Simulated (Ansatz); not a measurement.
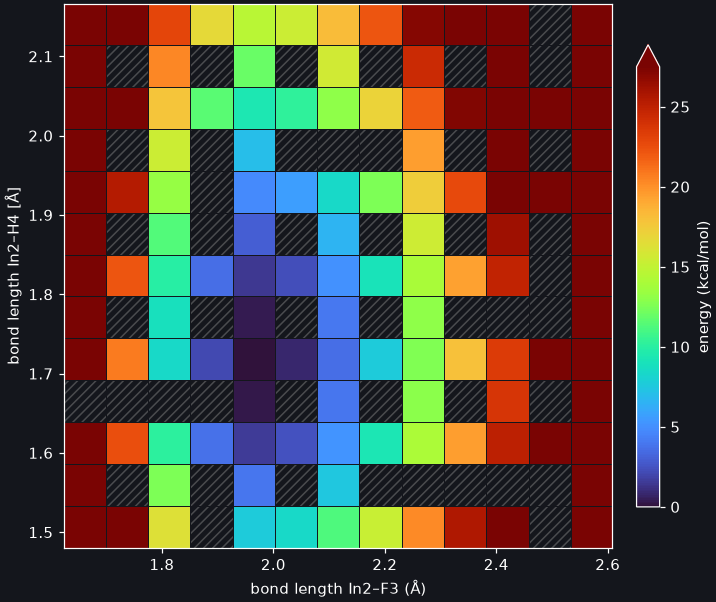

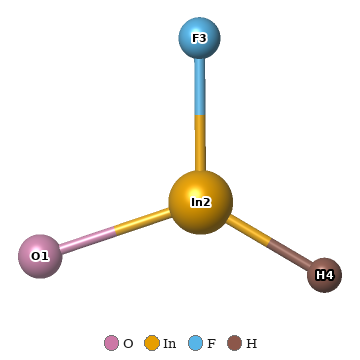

Energy landscape of FHInO, SMILES [O][InH][F], spin multiplicity 2. Coordinates scanned: (1) bond length In2–F3; (2) bond length In2–H4. Nothing is relaxed (all other coordinates rigid). The grid has 13 × 13 points. At 47 points there is no value. All energies are given in kcal/mol relative to the lowest grid point. The calculation used Ansatz 0.2.0, UKS PBE-D4/def2-SVP.

Drawn: one coloured cell a grid point, one colour for all values above the top of the scale, hatched blanks where no value was computed. The second picture is the structure at the lowest point.

### Describe this landscape.

The lowest grid point is at bond length In2–F3 = 1.965 Å, bond length In2–H4 = 1.718 Å. The highest grid point, bond length In2–F3 = 1.662 Å, bond length In2–H4 = 2.140 Å, lies 55.2 kcal/mol above the lowest.

The input of one point:

```yaml
crystal:
  periodic: [false, false, false]
  atoms:
    - { symbol: O, position_ang: [-1.848096, -0.645474, 0.04636] }
    - { symbol: In, position_ang: [0.028942, 0.124172, -0.086647] }
    - { symbol: F, position_ang: [1.26203, -1.077977, 0.859692] }
    - { symbol: H, position_ang: [0.606338, 1.55166, -0.848497] }
magnetization:
  spin_polarized: true
  initial_magnetization: 1
basis:
  gaussian: { orbitals: def2-SVP }
hamiltonian:
  xc: pbe
  dispersion: d4
output:
  forces: true
```

The whole map (122 points run) took 14 min on 1 thread of Arm Neoverse V2, on a shared host.
